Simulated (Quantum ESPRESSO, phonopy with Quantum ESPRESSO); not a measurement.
# GaP (F-43m): phonons against volume, part 7 of 8

Wanted: mode Grüneisen parameters of GaP and a free-energy fit over volumes.

Experimental results on record:
- volume expansion coefficient 15.9 1e-6/K, heat capacity C_P per formula unit 44.2 J/mol/K and bulk modulus 88.7 GPa near room temperature (given in “High-Throughput Prediction of Finite-Temperature Properties using the Quasi-Harmonic Approximation”, 2016, arXiv:1603.06924)

Quantum ESPRESSO 7.5; DFT LDA, scalar-relativistic, plane waves, GBRV ultrasoft pseudopotentials.

So far. Step 16 (Phonons, V/V0 0.985): No mode is imaginary beyond numerical noise along the path. The highest zone-centre mode (no LO–TO term) moved by +1.9 % for a volume change of -1.5 %. Step 16 (Phonons, V/V0 0.985): The time given is that of the 2 pw.x runs on displaced cells behind this step.

## (17) Self-consistent run, V/V0 1.03

A tight ground state at this cell gives the energy of this member; its pressure is the stress at this cutoff, which can carry an offset from the finite basis.

This step: DFT LDA, scalar-relativistic, plane waves, GBRV ultrasoft pseudopotentials (Quantum ESPRESSO 7.5).

System of this step: GaP. The structure is cubic, space group F-43m (No. 216). Conventional cell: a = 5.439 Å, b = 5.439 Å, c = 5.439 Å, α = 90.00°, β = 90.00°, γ = 90.00°. Nearest to Ga lie 4 P at 2.36 Å. Nearest to P lie 4 Ga at 2.36 Å. Farther neighbours are not listed.

Contents of scf.in:

```
 &control
    calculation='scf',
    prefix='x',
    outdir='./tmp',
    pseudo_dir='./pseudo',
    tprnfor=.true.,
    tstress=.true.,
 /
 &system
    ibrav=0,
    nat=2,
    ntyp=2,
    ecutwfc=45.0,
    ecutrho=270.0,
    occupations='fixed',
    nbnd=14,
 /
 &electrons
    conv_thr=1.0d-12,
    mixing_beta=0.7,
    electron_maxstep=100,
 /
ATOMIC_SPECIES
 Ga     69.7230  Ga.upf
 P      30.9738  P.upf
CELL_PARAMETERS angstrom
     0.000000000    2.719564496    2.719564496
     2.719564496    0.000000000    2.719564496
     2.719564496    2.719564496    0.000000000
ATOMIC_POSITIONS crystal
 Ga     0.000000000   0.000000000   0.000000000
 P      0.250000000   0.250000000   0.250000000
K_POINTS automatic
 8 8 8 0 0 0
```

On the command line:

```bash
$ OMP_NUM_THREADS=1 mpirun -n 8 pw.x -nk 8 -in scf.in > scf.out
```

Log:

```text
[banner, memory and clock lines left out]
Program PWSCF v.7.5

     Message from routine setup:
     using ibrav=0 with symmetry is DISCOURAGED, use correct ibrav instead

     G-vector sticks info

     bravais-lattice index     =            0
     lattice parameter (alat)  =       7.2680  a.u.
     unit-cell volume          =     271.4718 (a.u.)^3
     number of atoms/cell      =            2
     number of atomic types    =            2
     number of electrons       =        24.00
[...]
atom    2 type  2   force =    -0.00000000   -0.00000000    0.00000000

     Total force =     0.000000     Total SCF correction =     0.000000

     Computing stress (Cartesian axis) and pressure

          total   stress  (Ry/bohr**3)                   (kbar)     P=      -26.16
[...]
-0.00000000  -0.00017782  -0.00000000           -0.00      -26.16       -0.00
  -0.00000000  -0.00000000  -0.00017782           -0.00       -0.00      -26.16

     XML data file, charge density, pseudopotentials, collected wavefunctions
[key lines of the parts left out:]
!    total energy              =    -430.59451239 Ry
convergence has been achieved in  15 iterations
```

Wall time 2.9 s (8 MPI ranks of Arm Neoverse V2, shared host).

The run ends at a pressure of -2.62 GPa.

## (18) Born charges and dielectric tensor

In a polar crystal the Born charges and ε∞ give the long-range dipole term that a finite supercell misses. They are those of this k-mesh and were not tested on a denser one; where the gap is small they converge slowly, and the LO modes with them.

Contents of ph.in:

```
phonons
 &inputph
    prefix='x',
    outdir='./tmp',
    fildyn='x.dyn',
    tr2_ph=1.0d-18,
    epsil=.true.,
 /
0.000000000 0.000000000 0.000000000
```

scf.in is that of step 17.

On the command line:

```bash
$ OMP_NUM_THREADS=1 mpirun -n 8 ph.x -nk 8 -in ph.in > ph.out
```

Log:

```text
[banner, memory and clock lines left out]
Program PHONON v.7.5

     ./tmp/x.save/

     IMPORTANT: XC functional enforced from input :
     Exchange-correlation= PZ
                           (   1   1   0   0   0   0   0)
     Any further DFT definition will be discarded
     Please, verify this is what you really want

     G-vector sticks info

     Reading collected, re-writing distributed wavefunctions in ./tmp/

     Number and degeneracy of irreps per q-point
       N         xq(1)         xq(2)         xq(3)   N irreps
[...]
freq (    1) =      -0.242611 [THz] =      -8.092618 [cm-1]
     freq (    2) =      -0.242611 [THz] =      -8.092618 [cm-1]
     freq (    3) =      -0.242611 [THz] =      -8.092618 [cm-1]
     freq (    4) =      10.595714 [THz] =     353.434959 [cm-1]
     freq (    5) =      10.595714 [THz] =     353.434959 [cm-1]
     freq (    6) =      10.595714 [THz] =     353.434959 [cm-1]
 **************************************************************************

     Mode symmetry, T_d (-43m)  point group:

     freq (   1-   3) =         -8.1  [cm-1]   --> T_2  G_15 P_4   I+R
     freq (   4-   6) =        353.4  [cm-1]   --> T_2  G_15 P_4   I+R
```

Run time: 46 s. Hardware: 8 MPI ranks.

The Born charges sum to zero within 0.12 e; the rest is removed before use. Acoustic frequencies in this log differ from zero by the error of the sum rule, which ph.x does not impose.

## (19) Forces on a displaced cell

One atom (for the harmonic constants) or a pair of atoms (for the cubic ones) is moved by a few hundredths of an ångström; the forces on all atoms give a column of force constants. The threshold is tight because the forces are small.

System of this step: GaP. It takes space group Cm (No. 8, monoclinic). The conventional cell has a = 13.323 Å, b = 7.692 Å, c = 7.692 Å, α = 90.00°, β = 125.26°, γ = 90.00°. Ga has 4 P at 2.34 to 2.37 Å nearest. Nearest to Ga lie 4 P at 2.36 Å. Ga has 4 P at 2.36 Å nearest. Ga has 4 P at 2.36 Å nearest. Farther neighbours are not listed.

Contents of disp-00001.in:

```
 &control
    calculation='scf',
    prefix='x',
    outdir='./tmp',
    pseudo_dir='./pseudo',
    tprnfor=.true.,
    disk_io='none',
 /
 &system
    ibrav=0,
    nat=16,
    ntyp=2,
    ecutwfc=45.0,
    ecutrho=270.0,
    occupations='fixed',
    nbnd=98,
 /
 &electrons
    conv_thr=1.0d-11,
    mixing_beta=0.7,
    electron_maxstep=100,
 /
ATOMIC_SPECIES
 Ga     69.7230  Ga.upf
 P      30.9738  P.upf
CELL_PARAMETERS angstrom
     0.000000000    5.439128992    5.439128992
     5.439128992    0.000000000    5.439128992
     5.439128992    5.439128992    0.000000000
ATOMIC_POSITIONS crystal
 Ga     0.002600074   0.000000000   0.000000000
 Ga     0.500000000   0.000000000   0.000000000
 Ga     0.000000000   0.500000000   0.000000000
 Ga     0.500000000   0.500000000   0.000000000
 Ga     0.000000000   0.000000000   0.500000000
 Ga     0.500000000   0.000000000   0.500000000
 Ga     0.000000000   0.500000000   0.500000000
 Ga     0.500000000   0.500000000   0.500000000
 P      0.125000000   0.125000000   0.125000000
 P      0.625000000   0.125000000   0.125000000
 P      0.125000000   0.625000000   0.125000000
 P      0.625000000   0.625000000   0.125000000
 P      0.125000000   0.125000000   0.625000000
 P      0.625000000   0.125000000   0.625000000
 P      0.125000000   0.625000000   0.625000000
 P      0.625000000   0.625000000   0.625000000
K_POINTS automatic
 3 3 3 0 0 0
```

On the command line:

```bash
$ OMP_NUM_THREADS=1 mpirun -n 4 pw.x -nk 4 -in disp-00001.in > disp-00001.out
```

Log:

```text
[banner, memory and clock lines left out]
Program PWSCF v.7.5

     Message from routine setup:
     using ibrav=0 with symmetry is DISCOURAGED, use correct ibrav instead

     G-vector sticks info

     bravais-lattice index     =            0
     lattice parameter (alat)  =      14.5359  a.u.
     unit-cell volume          =    2171.7742 (a.u.)^3
     number of atoms/cell      =           16
     number of atomic types    =            2
     number of electrons       =       192.00
[...]
atom    1 type  1   force =    -0.00022120   -0.00586140   -0.00586140
     atom    2 type  1   force =     0.00000581    0.00076811    0.00076811
     atom    3 type  1   force =     0.00038385   -0.00059294    0.00038324
[...]
atom   15 type  2   force =    -0.00010134   -0.00000112   -0.00000112
     atom   16 type  2   force =     0.00010048   -0.00000061   -0.00000061

     Total force =     0.010192     Total SCF correction =     0.000002
     Message from routine punch:
     Nothing written, as per user request (disk_io='none')
[key lines of the parts left out:]
!    total energy              =   -3444.74682022 Ry
convergence has been achieved in  17 iterations
```

It took 2.7 min on 4 MPI ranks; 11 min of CPU time.

## (20) Phonons, V/V0 1.03

This step: DFT LDA, scalar-relativistic, plane waves, GBRV ultrasoft pseudopotentials (phonopy with Quantum ESPRESSO 4.10.0 / 7.5).

The job ended after 2.7 min (8 threads).

Phonopy, LO-TO term from ph.x's tensors. The phonon branches at the labelled points (cm⁻¹):

| point | branch 1 | branch 2 | branch 3 | branch 4 | branch 5 | branch 6 |
| --- | --- | --- | --- | --- | --- | --- |
| Γ | 0 | 0 | 0 | 354 | 354 | 384 |
| X | 104 | 104 | 245 | 348 | 348 | 355 |
| U | 99 | 152 | 223 | 338 | 348 | 362 |
| jump to K | 99 | 152 | 223 | 338 | 348 | 362 |
| Γ | 0 | 0 | 0 | 354 | 354 | 384 |
| L | 80 | 80 | 228 | 350 | 350 | 358 |
| W | 122 | 152 | 216 | 335 | 351 | 361 |
| X | 104 | 104 | 245 | 348 | 348 | 355 |

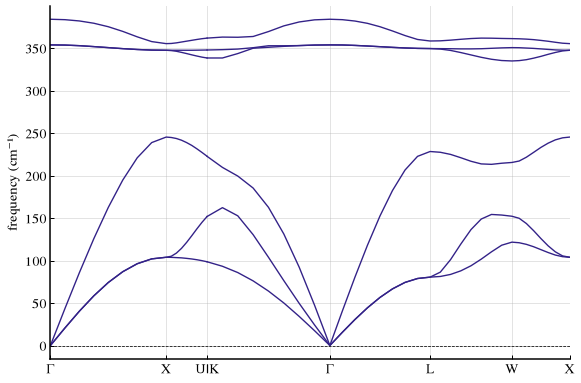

Phonon branches along the path.

No mode is imaginary beyond numerical noise along the path. The highest zone-centre mode (no LO–TO term) moved by -3.5 % for a volume change of +3.0 %.

The time given is that of the 2 pw.x runs on displaced cells behind this step.

## (21) Self-consistent run, V/V0 0.97

A tight ground state at this cell gives the energy of this member; its pressure is the stress at this cutoff, which can carry an offset from the finite basis.

This step: DFT LDA, scalar-relativistic, plane waves, GBRV ultrasoft pseudopotentials (Quantum ESPRESSO 7.5).

System of this step: GaP. The structure is cubic, space group F-43m (No. 216). The conventional cell has a = 5.331 Å, b = 5.331 Å, c = 5.331 Å, α = 90.00°, β = 90.00°, γ = 90.00°. Nearest to Ga lie 4 P at 2.31 Å. Nearest to P lie 4 Ga at 2.31 Å. Farther neighbours are not listed.

scf.in, as its differences from that of step 18:

```diff
@@ -26,5 +26,5 @@
 CELL_PARAMETERS angstrom
-     0.000000000    2.719564496    2.719564496
-     2.719564496    0.000000000    2.719564496
-     2.719564496    2.719564496    0.000000000
+     0.000000000    2.665697508    2.665697508
+     2.665697508    0.000000000    2.665697508
+     2.665697508    2.665697508    0.000000000
 ATOMIC_POSITIONS crystal
```

On the command line:

```bash
$ OMP_NUM_THREADS=1 mpirun -n 8 pw.x -nk 8 -in scf.in > scf.out
```

Log:

```text
[banner, memory and clock lines left out]
Program PWSCF v.7.5

     Message from routine setup:
     using ibrav=0 with symmetry is DISCOURAGED, use correct ibrav instead

     G-vector sticks info

     bravais-lattice index     =            0
     lattice parameter (alat)  =       7.1240  a.u.
     unit-cell volume          =     255.6579 (a.u.)^3
     number of atoms/cell      =            2
     number of atomic types    =            2
     number of electrons       =        24.00
[...]
atom    2 type  2   force =     0.00000000    0.00000000    0.00000000

     Total force =     0.000000     Total SCF correction =     0.000000

     Computing stress (Cartesian axis) and pressure

          total   stress  (Ry/bohr**3)                   (kbar)     P=       28.73
[...]
0.00000000   0.00019532   0.00000000            0.00       28.73        0.00
   0.00000000   0.00000000   0.00019532            0.00        0.00       28.73

     XML data file, charge density, pseudopotentials, collected wavefunctions
[key lines of the parts left out:]
!    total energy              =    -430.59400202 Ry
convergence has been achieved in  14 iterations
```

Run time: 2.8 s. Hardware: 8 MPI ranks; 22 s of CPU time.

The run ends at a pressure of 2.87 GPa.

## (22) Born charges and dielectric tensor

In a polar crystal the Born charges and ε∞ give the long-range dipole term that a finite supercell misses. They are those of this k-mesh and were not tested on a denser one; where the gap is small they converge slowly, and the LO modes with them.

ph.in is that of step 18.

scf.in is that of step 21.

On the command line:

```bash
$ OMP_NUM_THREADS=1 mpirun -n 8 ph.x -nk 8 -in ph.in > ph.out
```

Log:

```text
[banner, memory and clock lines left out]
Program PHONON v.7.5

     ./tmp/x.save/

     IMPORTANT: XC functional enforced from input :
     Exchange-correlation= PZ
                           (   1   1   0   0   0   0   0)
     Any further DFT definition will be discarded
     Please, verify this is what you really want

     G-vector sticks info

     Reading collected, re-writing distributed wavefunctions in ./tmp/

     Number and degeneracy of irreps per q-point
       N         xq(1)         xq(2)         xq(3)   N irreps
[...]
freq (    1) =      -0.233530 [THz] =      -7.789714 [cm-1]
     freq (    2) =      -0.233530 [THz] =      -7.789714 [cm-1]
     freq (    3) =      -0.233530 [THz] =      -7.789714 [cm-1]
     freq (    4) =      11.399562 [THz] =     380.248472 [cm-1]
     freq (    5) =      11.399562 [THz] =     380.248472 [cm-1]
     freq (    6) =      11.399562 [THz] =     380.248472 [cm-1]
 **************************************************************************

     Mode symmetry, T_d (-43m)  point group:

     freq (   1-   3) =         -7.8  [cm-1]   --> T_2  G_15 P_4   I+R
     freq (   4-   6) =        380.2  [cm-1]   --> T_2  G_15 P_4   I+R
```

Wall time 45 s (8 MPI ranks); 6 min of CPU time.

The Born charges sum to zero within 0.12 e; the rest is removed before use. Acoustic frequencies in this log differ from zero by the error of the sum rule, which ph.x does not impose.

## (23) A displaced supercell

One atom (for the harmonic constants) or a pair of atoms (for the cubic ones) is moved by a few hundredths of an ångström; the forces on all atoms give a column of force constants. The threshold is tight because the forces are small.

System of this step: GaP. The structure is monoclinic, space group Cm (No. 8). The conventional cell has a = 13.059 Å, b = 7.540 Å, c = 7.540 Å, α = 90.00°, β = 125.26°, γ = 90.00°. Ga has 4 P at 2.29 to 2.32 Å nearest. Nearest to Ga lie 4 P at 2.31 Å. Ga has 4 P at 2.31 Å nearest. Nearest to Ga lie 4 P at 2.31 Å. Farther neighbours are not listed.

disp-00001.in, as its differences from that of step 19:

```diff
@@ -26,7 +26,7 @@
 CELL_PARAMETERS angstrom
-     0.000000000    5.439128992    5.439128992
-     5.439128992    0.000000000    5.439128992
-     5.439128992    5.439128992    0.000000000
+     0.000000000    5.331395016    5.331395016
+     5.331395016    0.000000000    5.331395016
+     5.331395016    5.331395016    0.000000000
 ATOMIC_POSITIONS crystal
- Ga     0.002600074   0.000000000   0.000000000
+ Ga     0.002652614   0.000000000   0.000000000
  Ga     0.500000000   0.000000000   0.000000000
```

On the command line:

```bash
$ OMP_NUM_THREADS=1 mpirun -n 4 pw.x -nk 4 -in disp-00001.in > disp-00001.out
```

Log:

```text
[banner, memory and clock lines left out]
Program PWSCF v.7.5

     Message from routine setup:
     using ibrav=0 with symmetry is DISCOURAGED, use correct ibrav instead

     G-vector sticks info

     bravais-lattice index     =            0
     lattice parameter (alat)  =      14.2480  a.u.
     unit-cell volume          =    2045.2631 (a.u.)^3
     number of atoms/cell      =           16
     number of atomic types    =            2
     number of electrons       =       192.00
[...]
atom    1 type  1   force =    -0.00026833   -0.00682113   -0.00682113
     atom    2 type  1   force =     0.00000482    0.00081279    0.00081279
     atom    3 type  1   force =     0.00040208   -0.00059249    0.00041035
[...]
atom   15 type  2   force =    -0.00010595   -0.00000337   -0.00000337
     atom   16 type  2   force =     0.00010237   -0.00000556   -0.00000556

     Total force =     0.012012     Total SCF correction =     0.000007
     Message from routine punch:
     Nothing written, as per user request (disk_io='none')
[key lines of the parts left out:]
!    total energy              =   -3444.74250078 Ry
convergence has been achieved in  17 iterations
```

Elapsed: 2.5 min, on 4 MPI ranks; 10 min of CPU time.

## (24) Phonons, V/V0 0.97

This step: DFT LDA, scalar-relativistic, plane waves, GBRV ultrasoft pseudopotentials (phonopy with Quantum ESPRESSO 4.10.0 / 7.5).

Wall time 2.5 min (8 threads); 20 min of CPU time.

Phonopy, LO-TO term from ph.x's tensors. The phonon branches at the labelled points (cm⁻¹):

| point | branch 1 | branch 2 | branch 3 | branch 4 | branch 5 | branch 6 |
| --- | --- | --- | --- | --- | --- | --- |
| Γ | 0 | 0 | 0 | 381 | 381 | 410 |
| X | 96 | 96 | 260 | 380 | 380 | 382 |
| U | 91 | 150 | 238 | 365 | 380 | 395 |
| jump to K | 91 | 150 | 238 | 365 | 380 | 395 |
| Γ | 0 | 0 | 0 | 381 | 381 | 410 |
| L | 74 | 74 | 240 | 380 | 380 | 387 |
| W | 119 | 148 | 232 | 360 | 384 | 394 |
| X | 96 | 96 | 260 | 380 | 380 | 382 |

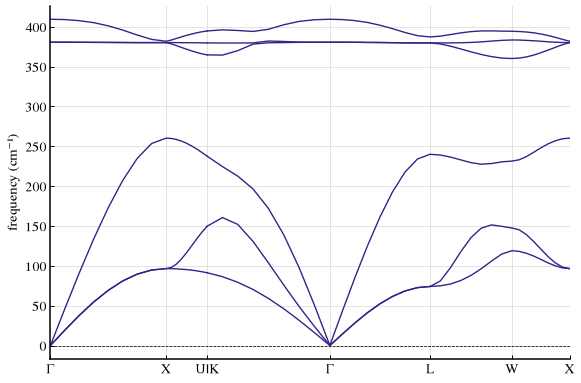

Phonon branches along the path.

No mode is imaginary beyond numerical noise along the path. The highest zone-centre mode (no LO–TO term) moved by +3.8 % for a volume change of -3.0 %.

The time given is that of the 2 pw.x runs on displaced cells behind this step.

## (25) Self-consistent run, V/V0 1.05

A tight ground state at this cell gives the energy of this member; its pressure is the stress at this cutoff, which can carry an offset from the finite basis.

This step: DFT LDA, scalar-relativistic, plane waves, GBRV ultrasoft pseudopotentials (Quantum ESPRESSO 7.5).

System of this step: GaP. Symmetry: F-43m, No. 216, cubic system. The conventional cell has a = 5.474 Å, b = 5.474 Å, c = 5.474 Å, α = 90.00°, β = 90.00°, γ = 90.00°. Ga has 4 P at 2.37 Å nearest. P has 4 Ga at 2.37 Å nearest. Farther neighbours are not listed.

scf.in, as its differences from that of step 22:

```diff
@@ -26,5 +26,5 @@
 CELL_PARAMETERS angstrom
-     0.000000000    2.665697508    2.665697508
-     2.665697508    0.000000000    2.665697508
-     2.665697508    2.665697508    0.000000000
+     0.000000000    2.737054138    2.737054138
+     2.737054138    0.000000000    2.737054138
+     2.737054138    2.737054138    0.000000000
 ATOMIC_POSITIONS crystal
```

On the command line:

```bash
$ OMP_NUM_THREADS=1 mpirun -n 8 pw.x -nk 8 -in scf.in > scf.out
```

Log:

```text
[banner, memory and clock lines left out]
Program PWSCF v.7.5

     Message from routine setup:
     using ibrav=0 with symmetry is DISCOURAGED, use correct ibrav instead

     G-vector sticks info

     bravais-lattice index     =            0
     lattice parameter (alat)  =       7.3147  a.u.
     unit-cell volume          =     276.7431 (a.u.)^3
     number of atoms/cell      =            2
     number of atomic types    =            2
     number of electrons       =        24.00
[...]
atom    2 type  2   force =     0.00000000    0.00000000    0.00000000

     Total force =     0.000000     Total SCF correction =     0.000000

     Computing stress (Cartesian axis) and pressure

          total   stress  (Ry/bohr**3)                   (kbar)     P=      -40.81
[...]
0.00000000  -0.00027743   0.00000000            0.00      -40.81        0.00
  -0.00000000   0.00000000  -0.00027743           -0.00        0.00      -40.81

     XML data file, charge density, pseudopotentials, collected wavefunctions
[key lines of the parts left out:]
!    total energy              =    -430.59347016 Ry
convergence has been achieved in  15 iterations
```

It took 2.9 s on 8 MPI ranks; 23 s of CPU time.

The run ends at a pressure of -4.08 GPa.

## (26) Born charges and dielectric tensor

In a polar crystal the Born charges and ε∞ give the long-range dipole term that a finite supercell misses. They are those of this k-mesh and were not tested on a denser one; where the gap is small they converge slowly, and the LO modes with them.

ph.in is that of step 22.

scf.in is that of step 25.

On the command line:

```bash
$ OMP_NUM_THREADS=1 mpirun -n 8 ph.x -nk 8 -in ph.in > ph.out
```

Log:

```text
[banner, memory and clock lines left out]
Program PHONON v.7.5

     ./tmp/x.save/

     IMPORTANT: XC functional enforced from input :
     Exchange-correlation= PZ
                           (   1   1   0   0   0   0   0)
     Any further DFT definition will be discarded
     Please, verify this is what you really want

     G-vector sticks info

     Reading collected, re-writing distributed wavefunctions in ./tmp/

     Number and degeneracy of irreps per q-point
       N         xq(1)         xq(2)         xq(3)   N irreps
[...]
freq (    1) =      -0.286056 [THz] =      -9.541811 [cm-1]
     freq (    2) =      -0.286056 [THz] =      -9.541811 [cm-1]
     freq (    3) =      -0.286056 [THz] =      -9.541811 [cm-1]
     freq (    4) =      10.346558 [THz] =     345.124034 [cm-1]
     freq (    5) =      10.346558 [THz] =     345.124034 [cm-1]
     freq (    6) =      10.346558 [THz] =     345.124034 [cm-1]
 **************************************************************************

     Mode symmetry, T_d (-43m)  point group:

     freq (   1-   3) =         -9.5  [cm-1]   --> T_2  G_15 P_4   I+R
     freq (   4-   6) =        345.1  [cm-1]   --> T_2  G_15 P_4   I+R
```

Elapsed: 47 s, on 8 MPI ranks.

ε∞:

```
12.30  0.00  0.00
 0.00 12.30  0.00
 0.00  0.00 12.30
```

The Born charges sum to zero within 0.13 e; the rest is removed before use. Acoustic frequencies in this log differ from zero by the error of the sum rule, which ph.x does not impose.

(Continued in part 8 of 8.)

[Logs are printed without paths, hosts, clocks, repeated set-up lines and the standing remarks that a program may print on its own settings, such as how far it seeks lower states.]

[Hosts, paths, dates, database ids (printed as entryN), source tags and the programs' standing remarks are cut or masked in the printed files.]

[A step with changed settings may run another functional than the one named; its input shows which.]

[Of the runs on displaced cells, only some may be shown.]
